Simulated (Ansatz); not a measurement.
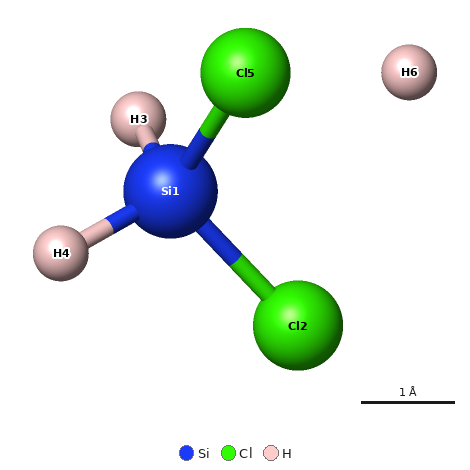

The input geometry (ball-and-stick view, seen at a tilt; atoms are numbered from 1 in the order of the input).

# SiH$_{4}$Cl$_{2}$: nudged elastic band

System: SiH$_{4}$Cl$_{2}$.
Method: RKS PBE0/def2-SVP (Ansatz 0.2.0).

The run did not end well. One setting was made poor on purpose. It belongs to a series of runs on one base structure; here: an input spoilt on purpose.

The program's output:
```
Engine: ansatz 0.2.0, aarch64-unknown-linux-gnu
Functional definition: PBE0
  parameter a = 0.25
  parameter kappa = 0.804
  parameter beta = 0.06672455060314922
  exchange = (1 - a)*pbe_x(kappa = kappa, mu = beta*pi^2/3) + a*exact_x
  correlation = pbe_c(beta = beta)
732 factors; integrals over basis functions are off by at most 2.8e-4 eV
mean field evaluation 1: about -32506.5084 eV, gradient 2.1e1 eV
mean field evaluation 2: about -32494.0803 eV, gradient 4.2e1 eV
mean field evaluation 4: about -32505.0830 eV, gradient 2.6e1 eV
mean field evaluation 8: about -32509.4733 eV, gradient 6.1e-1 eV
mean field -32509.47442077 eV, -1194.7011492499 hartree, gradient 2.1e-5 eV, S^2 0.000000; 0 other end points of the search recorded, 0 dependent functions left out
the calculation of the forces begins
reference -32509.47444575 eV, -1194.7011501682 hartree; 26, 26 occupied and 48, 48 virtual orbitals, 732 factors
736 factors; integrals over basis functions are off by at most 8.9e-4 eV
mean field evaluation 16: about -32967.2014 eV, gradient 2.4e-1 eV
mean field -32967.20173639 eV, -1211.5223178403 hartree, gradient 5.9e-5 eV, S^2 0.000000; 0 other end points of the search recorded, 0 dependent functions left out
[... from here on the field's lines of each further geometry are left out, up to the last ...]
WARN: NEB end point (image 0): max|allowed force component| = 3.674e3 eV/Å (the criterion of neb.relax_end_points is 1.000e-2). That is over neb.f_tol: it is no minimum, so the barrier can be far off. Relax it first
NEB iter   1: max|band force component| = 6.300e2 eV/Å  barrier→ = 0.0000 eV  barrier← = 457.7273 eV  Δτ_max = 0.2000 Å  (354 SCF iters)
NEB iter   2: max|band force component| = 3.733e2 eV/Å  barrier→ = 0.0000 eV  barrier← = 457.7273 eV  Δτ_max = 0.2000 Å  (310 SCF iters)
NEB iter   3: max|band force component| = 7.341e1 eV/Å  barrier→ = 0.0000 eV  barrier← = 457.7273 eV  Δτ_max = 0.2000 Å  (281 SCF iters)
NEB iter   4: max|band force component| = 2.718e2 eV/Å  barrier→ = 0.0000 eV  barrier← = 457.7273 eV  Δτ_max = 0.1014 Å  (260 SCF iters)
NEB iter   5: max|band force component| = 1.584e2 eV/Å  barrier→ = 0.0000 eV  barrier← = 457.7273 eV  Δτ_max = 0.1010 Å  (257 SCF iters)
NEB iter   6: max|band force component| = 1.988e2 eV/Å  barrier→ = 0.0000 eV  barrier← = 457.7273 eV  Δτ_max = 0.0504 Å  (247 SCF iters)
the calculation of the forces begins
reference -32967.11116216 eV, -1211.5189892988 hartree; 26, 26 occupied and 48, 48 virtual orbitals, 735 factors
these checks for a lower state are left out or cut short: starts, cluster_reference, orbital_swaps, neighbouring_geometries, increment
735 factors; integrals over basis functions are off by at most 1.3e-3 eV
mean field -32967.17347926 eV, -1211.5212794101 hartree, gradient 2.7e-5 eV, S^2 0.000000; 0 other end points of the search recorded, 0 dependent functions left out
the calculation of the forces begins
reference -32967.17350165 eV, -1211.5212802329 hartree; 26, 26 occupied and 48, 48 virtual orbitals, 735 factors
NEB iter   7: max|band force component| = 1.731e2 eV/Å  barrier→ = 0.0000 eV  barrier← = 457.7273 eV  Δτ_max = 0.0503 Å  (240 SCF iters)
```

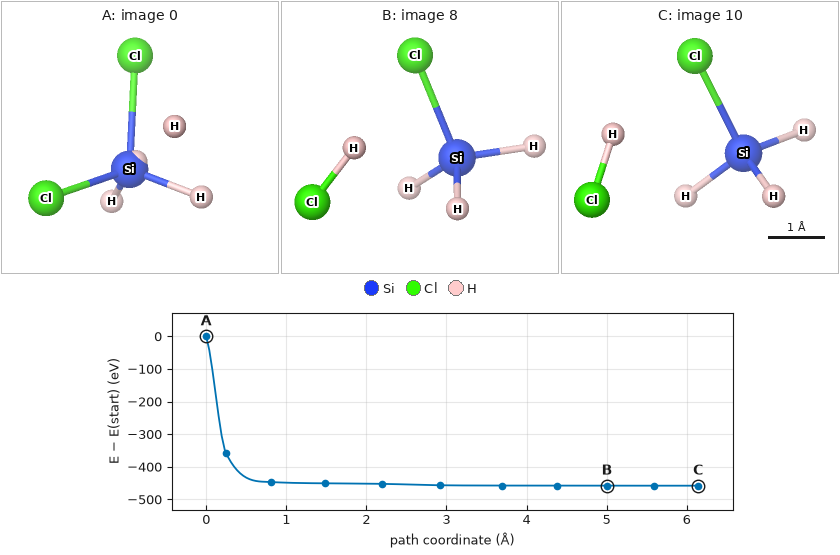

Images of the last band (counted from 0; ball-and-stick, seen at a tilt) above the energy along the path; the line is a cubic interpolation that uses the forces. No image lies above both ends; the end is 457.727 eV below the start. The path is 6.14 Å long. The band had not converged after 7 iterations. The end points carry forces over 0.1 eV/Å, so they aren't fully relaxed minima and the barriers are approximate.

```
these checks for a lower state are left out or cut short: starts, cluster_reference, orbital_swaps, neighbouring_geometries, increment
732 factors; integrals over basis functions are off by at most 5.1e-4 eV
Unfinished report: {"positions_ang":[[-0.8769605919863913,0.28877660661425253,-0.6762097415233319],[-1.4000025220504637,-1.0192281295470824,0.9784553181649017],[0.17698363973074493,-0.3434161385859743,-1.3574077874075925],[-2.0741108410796683,0.6615751781880239,-1.2811948126147936],[-0.07293181113688452,2.0065242154851766,0.31736082809019384],[1.87573124066555,-1.0878108975702117,1.054080247081396],[-0.6752461141428895,0.38757016541581285,-0.3310610517907783]],"unchecked":["starts","cluster_reference","orbital_swaps","neighbouring_geometries","increment"],"mean_field":{"relativity":"none","state":{"energy":{"ev":-32867.49340780472,"hartree":-1207.8581043496324},"converged":true,"gradient_ev":0.000020802024386949943,"stability":{"kind":"minimum","curvature_ev":8.733574513838104},"curvature_floor_ev":0.00030000000000000003,"spin_squared":-4.263256414560601e-14},"others":[],"fillings":{"estimated":0,"unestimated":0,"tried":0,"untried":0,"excluded_magnetic_sites":0},"n_dropped_functions":0,"n_trapped_functions":0,"passes":{"evaluations":4,"products":29},"factors":{"origin":"Cholesky decomposition","count":732,"bound_ev":0.00046857212056617786},"gradient_stop_ev":0.00009,"reference_kind":"stationary","functional":{"name":"PBE0","citations":["Adamo & Barone, J. Chem. Phys. 110, 6158 (1999) doi:10.1063/1.478522","Perdew, Burke & Ernzerhof, Phys. Rev. Lett. 77, 3865 (1996) doi:10.1103/PhysRevLett.77.3865"],"text":"name \"PBE0\"\ncite \"Adamo & Barone, J. Chem. Phys. 110, 6158 (1999) doi:10.1063/1.478522\"\ncite \"Perdew, Burke & Ernzerhof, Phys. Rev. Lett. 77, 3865 (1996) doi:10.1103/PhysRevLett.77.3865\"\nparent pbe\nparameter a = 0.25\nparameter kappa = 0.804\nparameter beta = 0.06672455060314922\nexchange = (1 - a)*pbe_x(kappa = kappa, mu = beta*pi^2/3) + a*exact_x\ncorrelation = pbe_c(beta = beta)\n","parameters":{"a":{"value":0.25,"default":0.25},"beta":{"value":0.06672455060314922,"default":0.06672455060314922},"kappa":{"value":0.804,"default":0.804}},"final_grid":{"core_spheres":13.0,"valence_spheres":11.0,"degree":36.0},"final_grid_parameter_source":"default","radial_points_factor":1.0,"radial_grid_error_ev":3.235511906987185e-7,"grid_sensitivity":"normal","grid_sensitivity_ratio":0.001870803151768979},"unsmoothed_excess_ev":-0.000024982644807486603,"symmetry":{"irreps":["A"],"axes":[[0.9999000567495696,-0.009082652736029649,0.010834294230997894],[0.009217638158773278,0.9998796986567483,-0.012474909252740118],[-0.010719685582192601,0.0125735290736876,0.9998634880360678]],"occupied":[{"A":26},{"A":26}]},"held":{"pivots":732,"left_out":0,"joined":0},"density_repulsion":{"missed_ev":0.000029269368559631955,"excess_ev":6.045800341737747e-8,"most_excess_ev":0.0001404,"are_drawn_again":false,"n_first_factors":732,"energy_change_ev":0.0,"n_dropped_ends":0}},"factors":{"origin":"Cholesky decomposition","count":732,"bound_ev":0.00046857212056617786},"n_frozen":0,"n_occupied":[26,26],"n_virtual":[48,48],"reference":{"ev":-32867.49340780472,"hartree":-1207.8581043496324},"total":{"ev":-32867.49340780472,"hartree":-1207.8581043496324},"forces_ev_per_angstrom":[[-223.7070279208836,-111.08455063891623,-381.0342751547138],[-0.6186838275761259,-0.19868901383575466,-0.8566558739459583],[0.5822131897892577,-0.44796939012606435,-1.4139975132336553],[-1.2050785224309688,0.44380493976433893,-0.9766683816252011],[0.06770287081275682,1.1101784729984892,-0.555717210319123],[-0.1489394412431753,0.12830298336979223,-0.20400550544796098],[225.02981365152635,110.04892264673612,385.0413196392816]],"charge_distribution":{"dipole_moment_e_ang":[-0.6548493416592822,0.3636098118192186,-0.781435630502784],"mulliken_charges_e":[0.3621680216327192,-0.17594390579148822,0.11467100149757947,0.026505993422420437,-0.11075169959730857,-0.2513160315001006,0.03466662033610135],"lowdin_charges_e":[0.862222101098892,0.0808433177942689,0.038215842103966224,0.009855831128961046,0.17454216774293485,-0.2686294602637762,-0.8970497996053266]},"n_threads":2,"memory_gib":2.556818182580173,"seconds":{"hamiltonian":1.452494836,"orbitals":0.0,"second_order":0.0,"solver_start":0.0,"cycles":0.0,"cycle":0.0,"perturbative":0.0,"full_ci_increment":0.0,"forces":0.0}}
this run last wrote the band of iteration 7 to [file]
Error: SIGTERM received: run cancelled behind 527 evaluations of the mean field
```

The last band as extended XYZ (Å, eV, eV/Å):
```
7
Properties=species:S:1:pos:R:3:forces:R:3 image=0 energy=-32509.47442
Si   -0.8604    0.2946   -0.5009  -3674.2521 -2450.1633   2.0681
Cl   -1.3796   -1.0460    0.9701    0.2739   0.8477  -1.0032
H     0.1740   -0.3257   -1.3647   -0.1429  -0.2890   0.5837
H    -2.0846    0.6578   -1.2567    0.4218  -0.4896   0.3004
Cl   -0.0849    2.0011    0.3434    0.5211   1.3431   1.0866
H     1.8993   -1.0824    1.0137   -0.3305   0.1362  -0.3821
H    -0.7104    0.3946   -0.5009  3673.5087 2448.6149  -2.6536
7
Properties=species:S:1:pos:R:3:forces:R:3 image=1 energy=-32867.49338
Si   -0.8770    0.2888   -0.6762  -223.7070 -111.0846 -381.0343
Cl   -1.4000   -1.0192    0.9785   -0.6187  -0.1987  -0.8567
H     0.1770   -0.3434   -1.3574    0.5822  -0.4480  -1.4140
H    -2.0741    0.6616   -1.2812   -1.2051   0.4438  -0.9767
Cl   -0.0729    2.0065    0.3174    0.0677   1.1102  -0.5557
H     1.8757   -1.0878    1.0541   -0.1489   0.1283  -0.2040
H    -0.6752    0.3876   -0.3311  225.0298 110.0489 385.0413
7
Properties=species:S:1:pos:R:3:forces:R:3 image=2 energy=-32956.05677
Si   -0.8757    0.4182   -0.9810   -1.3960   3.2055 -12.5045
Cl   -1.4245   -1.0499    0.9748   -0.3646  -0.9544   0.1884
H     0.2405   -0.3591   -1.4014    0.8980  -0.5308  -1.6391
H    -2.1489    0.6917   -1.3500   -2.6836   0.6222  -1.5138
Cl   -0.0779    2.0356    0.2948    0.2527   1.0617  -1.0797
H     1.8431   -1.0805    1.0900   -0.2840   0.0960  -0.0923
H    -0.6031    0.2380    0.0769    3.5774  -3.5002  16.6410
7
Properties=species:S:1:pos:R:3:forces:R:3 image=3 energy=-32959.95856
Si   -0.7682    0.6102   -0.9489    0.9070   1.9551  -1.6621
Cl   -1.4281   -1.2044    1.1941    0.1249  -0.6007   0.5677
H     0.2729   -0.2205   -1.5959    0.2151   0.2899  -0.7197
H    -2.0979    0.7755   -1.4637   -0.7103   0.2742  -0.6238
Cl   -0.0405    2.1791    0.1736    0.1071   0.4338  -0.5728
H     1.6867   -1.0764    1.1647   -0.2630  -0.0154   0.0207
H    -0.6715   -0.1694    0.1801   -0.3807  -2.3369   2.9902
7
Properties=species:S:1:pos:R:3:forces:R:3 image=4 energy=-32961.57165
Si   -0.7058    0.6448   -0.9859    0.2581   0.5350  -0.1158
Cl   -1.0773   -1.3617    1.4806    2.3197  -1.1901   1.5285
H     0.3118   -0.1236   -1.7226    0.3787   0.4261  -0.9237
H    -2.0562    0.8072   -1.5467   -0.0774   0.3282  -0.4717
Cl   -0.0072    2.2606    0.0993    0.1979   0.5586  -0.4782
H     1.2187   -1.0987    1.2533   -2.5755  -0.2801   0.3040
H    -0.7305   -0.2345    0.1260   -0.5013  -0.3778   0.1570
7
Properties=species:S:1:pos:R:3:forces:R:3 image=5 energy=-32965.88862
Si   -0.6833    0.6420   -1.0143   -0.1165   0.4604   0.2100
Cl   -0.6369   -1.3594    1.6696    3.1327  -0.7373   1.1353
H     0.3097   -0.0363   -1.8359    0.5338   0.3379  -1.0129
H    -2.0304    0.8456   -1.5761   -0.0574   0.3747  -0.4836
Cl    0.0319    2.2721    0.0571    0.0897   0.2961  -0.4227
H     0.7362   -1.1559    1.3747   -2.9556  -0.4363   0.6880
H    -0.7738   -0.3141    0.0290   -0.6267  -0.2956  -0.1141
7
Properties=species:S:1:pos:R:3:forces:R:3 image=6 energy=-32966.78243
Si   -0.6322    0.5784   -1.0584   -0.2177   0.1192   0.0516
Cl   -0.6686   -1.2229    1.9601   -0.4205  -0.3543   0.9266
H     0.2549    0.2146   -2.1666    0.2538   0.3177  -0.5847
H    -2.0211    0.9231   -1.4563    0.0365   0.1856  -0.1902
Cl    0.1678    2.0991    0.1006    0.0321   0.0063  -0.1220
H     0.5322   -1.0779    1.5676    0.4313   0.0788  -0.0887
H    -0.6794   -0.6205   -0.2428   -0.1153  -0.3533   0.0075
7
Properties=species:S:1:pos:R:3:forces:R:3 image=7 energy=-32967.00330
Si   -0.5773    0.4968   -1.0983   -0.0835   0.1792   0.0240
Cl   -0.8484   -1.1139    2.0490   -0.1066  -0.1405   0.3997
H     0.1789    0.4275   -2.3621    0.0823   0.1478  -0.3105
H    -1.9819    0.9421   -1.2992    0.0086   0.0296  -0.0657
Cl    0.3632    1.8528    0.1628    0.0249  -0.0719  -0.0260
H     0.3719   -0.8777    1.7275    0.0487   0.0710   0.0211
H    -0.5528   -0.8336   -0.4756    0.0256  -0.2151  -0.0426
7
Properties=species:S:1:pos:R:3:forces:R:3 image=8 energy=-32967.11114
Si   -0.4963    0.4434   -1.1333   -0.0152  -0.0716   0.0450
Cl   -1.0848   -1.0122    2.0807    0.0003  -0.0632   0.1480
H     0.1174    0.5839   -2.4758    0.0100   0.0771  -0.1201
H    -1.9111    0.9024   -1.1383    0.0181   0.0090  -0.0111
Cl    0.5897    1.6252    0.1883    0.0206  -0.0476  -0.0059
H     0.1413   -0.6761    1.8721   -0.0576   0.0650   0.0164
H    -0.4028   -0.9725   -0.6897    0.0238   0.0312  -0.0723
7
Properties=species:S:1:pos:R:3:forces:R:3 image=9 energy=-32967.17348
Si   -0.4174    0.3770   -1.1541   -0.0076   0.0274  -0.0001
Cl   -1.2717   -0.9436    2.0954    0.0012  -0.0499   0.0632
H     0.1150    0.7052   -2.5023    0.0010   0.0241  -0.0404
H    -1.8188    0.8530   -1.0150    0.0137   0.0053   0.0046
Cl    0.7768    1.3717    0.2352    0.0133  -0.0310   0.0047
H    -0.1172   -0.3890    1.9410   -0.0352   0.0626  -0.0141
H    -0.3133   -1.0802   -0.8963    0.0135  -0.0385  -0.0179
7
Properties=species:S:1:pos:R:3:forces:R:3 image=10 energy=-32967.20174
Si   -0.3115    0.4674   -1.1408    0.0114   0.0093  -0.0070
Cl   -1.4169   -1.2904    1.9897    0.0055   0.0093   0.0023
H     0.2187    1.1703   -2.3408   -0.0073  -0.0087   0.0074
H    -1.7303    0.8379   -0.9005    0.0005  -0.0048   0.0015
Cl    0.8201    1.1145    0.4908   -0.0018  -0.0048  -0.0067
H    -0.4825   -0.4025    1.8810   -0.0100  -0.0119  -0.0013
H    -0.1443   -1.0032   -1.2754    0.0018   0.0117   0.0037
```

This output came from the following input.

The input:
```yaml
crystal:
  periodic: [false, false, false]
  atoms:
    - { symbol: Si, position_ang: [-0.860359, 0.294631, -0.500882] }
    - { symbol: Cl, position_ang: [-1.379554, -1.046015, 0.970068] }
    - { symbol: H, position_ang: [0.173985, -0.325728, -1.364669] }
    - { symbol: H, position_ang: [-2.084579, 0.657795, -1.256687] }
    - { symbol: Cl, position_ang: [-0.084924, 2.001058, 0.343412] }
    - { symbol: H, position_ang: [1.899253, -1.082381, 1.013663] }
    - { symbol: H, position_ang: [-0.710359, 0.394631, -0.500882] }
basis:
  gaussian: { orbitals: def2-SVP }
hamiltonian:
  xc: pbe0
neb:
  order_check: false
  images: 9
  f_tol: 0.05
  max_iterations: 8
  final_atoms:
    - { symbol: Si, position_ang: [0.10645244, 0.2677544, -0.98031729] }
    - { symbol: Cl, position_ang: [-0.45879485, -1.53560871, 2.2663151] }
    - { symbol: H, position_ang: [0.39376752, 1.04345828, -2.21760237] }
    - { symbol: H, position_ang: [-1.2977036, -0.21835649, -0.98055054] }
    - { symbol: Cl, position_ang: [0.34565133, 1.57902565, 0.62738445] }
    - { symbol: H, position_ang: [-0.16271785, -0.28639627, 2.10806706] }
    - { symbol: H, position_ang: [1.07334401, -0.84997687, -0.82329641] }
  initial_path: idpp
```

Command:
```bash
ansatz run input.yaml --threads 2 --pin off --max-ram 3072MiB --backend cpu --events-out ev --progress --plain --runs-dir out
```

Outcome:

| quantity | value |
| --- | --- |
| outcome | stopped at the time limit |
| barrier, forward (band not converged) | 0.000 eV |
| barrier, backward | 457.727 eV |
| hardware | 2 threads of Arm Neoverse V1, 24 GiB of memory available, shared host |
| wall time | 90 s (CPU time 2.8 min) |
| peak memory | 0.15 GiB |

What went wrong:

The run was cut off by its time limit, so the output is incomplete. A deliberately poor setting: bad input.
